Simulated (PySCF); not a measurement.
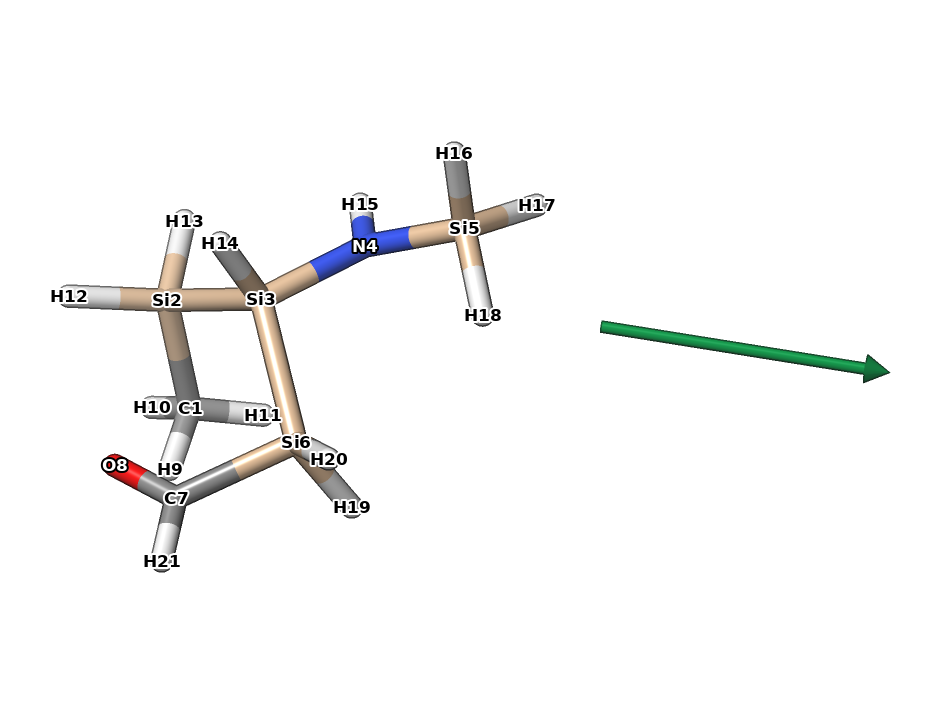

The arrow beside the molecule shows the direction of the dipole moment, from the negative to the positive end (its length means nothing). The geometry was computed by an optimisation with GFN2-xTB. No frequency run is at hand to confirm it as a minimum. Level of theory: PBE0/pcSseg-1, gas phase (PySCF 2.14.0).

> How large is the dipole moment?

1.63 D; it points from the side of H12 to the side of H17 (the outermost atoms at the two ends).

The geometry is semi-empirical. Around Si such bond lengths and angles can be off by a tenth of an ångström or more and by several degrees, and values that hang on the shape move with them.
